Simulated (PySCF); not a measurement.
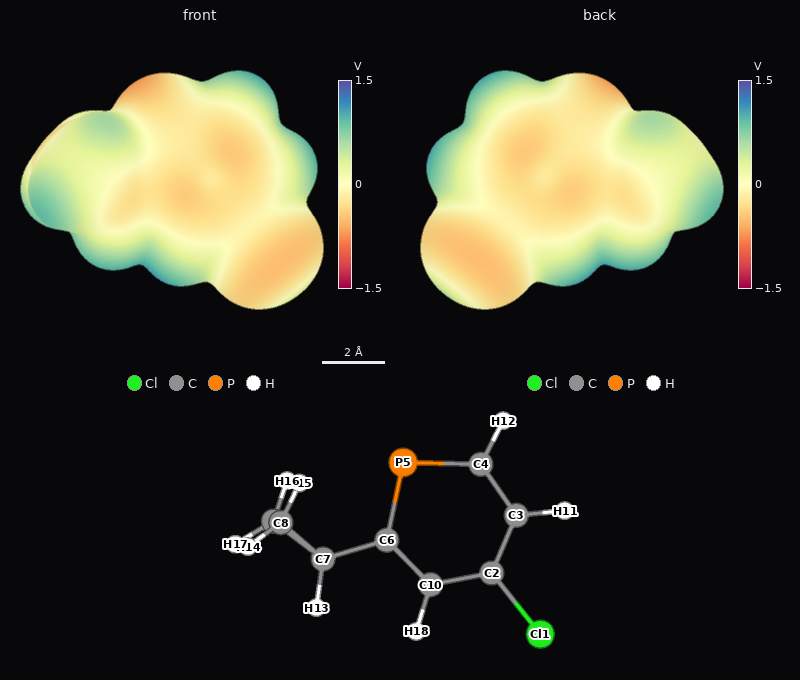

C8H8ClP (SMILES Clc1ccpc(C2CC2)c1). The molecular electrostatic potential painted on the density surface at 0.002 e/bohr³, seen from the front and from behind; the colour scale runs from red (negative) to blue (positive). The bare structure is drawn below in the same view.

Geometry: GFN2-xTB.

Theory: PBE0/pcSseg-1, SCF density, gas phase, non-relativistic (PySCF 2.14.0).

```xyz
18

Cl    3.1410    0.8927   -2.3905
C     2.1941    0.3454   -1.0446
C     2.8584   -0.1691    0.0567
C     2.1824   -0.6271    1.1663
P     0.4660   -0.6441    1.3878
C    -0.0581    0.0550   -0.1342
C    -1.5075    0.2301   -0.3578
C    -2.4808   -0.7733    0.2058
C    -2.4065    0.5905    0.7974
C     0.8154    0.4511   -1.1324
H     3.9384   -0.2093    0.0373
H     2.7663   -1.0171    1.9911
H    -1.7562    0.6616   -1.3206
H    -3.3420   -1.0367   -0.3893
H    -2.0646   -1.5947    0.7721
H    -1.9406    0.6977    1.7670
H    -3.2150    1.2826    0.6165
H     0.4006    0.8710   -2.0402
```

> Which sites attract a positive test charge, and which a negative one?

A positive charge is drawn to the negative regions and a negative charge to the positive ones. The most negative region (about −0.6 V) lies over P5, the most positive (about +1.1 V) over H11, H12, H13 and H18. Cl1 shows a σ-hole: about +0.5 V at the tip opposite its bond, against about −0.4 V on its flanks.

> How polar is the molecule by this calculation?

Its dipole moment is 1.00 D.
